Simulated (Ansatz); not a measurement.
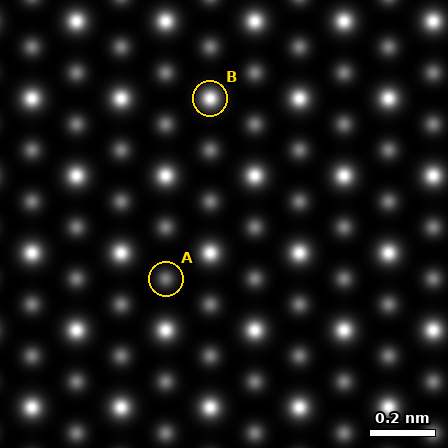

Map of the projected electrostatic potential of Re (P6_3/mmc, No. 194) along [001]. Computed as the sum of neutral-atom potentials (tabulated electron scattering factors, B = 0.5 Å²) projected along the beam and smoothed by 0.25 Å; brighter is more positive. Atomic positions: the geometry given to an electronic-structure calculation, possibly off equilibrium; the starting structure was generated, so it need not be a known form of this composition.

```xyz
4
Lattice="2.7868 0.0000 0.0000 -1.3934 2.4135 0.0000 0.0000 0.0000 8.9847" Properties=species:S:1:pos:R:3 pbc="T T T"
Re    0.0000    0.0000    0.0000
Re    0.0000    0.0000    4.4924
Re    0.0000    1.6090    2.2462
Re    1.3934    0.8045    6.7385
```

**Assign the marked columns.**

A: Re (1 Re per 8.98 Å along the beam; about 50 % of the brightest peak). B: Re (2 Re per 8.98 Å along the beam; the brightest kind). Brightness is counted from the darkest point of the image.
